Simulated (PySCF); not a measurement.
C₂H₁₁NSi₂, SMILES C[SiH](C)N[SiH3] at its GFN2-xTB optimised geometry (Å):

```
16

Si    -2.3768    -0.4315     0.0000
N     -0.6454    -0.4315     0.0000
Si     0.4600     0.0598    -1.2467
C     -0.2104     1.6379    -2.0553
C      2.1466     0.3572    -0.4262
H     -2.8819    -1.1259    -1.1881
H     -2.8688     0.9489     0.0000
H     -2.7737    -1.1264     1.2257
H     -0.2169    -0.8992     0.7813
H      0.5860    -1.0005    -2.2667
H     -0.3130     2.4429    -1.3335
H      0.4434     1.9865    -2.8488
H     -1.1894     1.4590    -2.4880
H      2.8819     0.6736    -1.1586
H      2.0918     1.1264     0.3384
H      2.5229    -0.5469     0.0425
```

Calculation: PBE0/def2-TZVP (PySCF 2.14.0). Cells within 0.4 Å of a nucleus heavier than hydrogen are left out (blank, or x).

Map of the log10 of the electron density (e/bohr³), floored at −4 on the plane z = 0.0 Å:

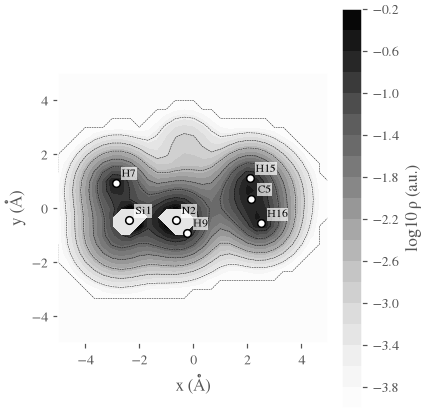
Log10 of the electron density (e/bohr³), floored at −4 on the plane z = 0.0 Å.
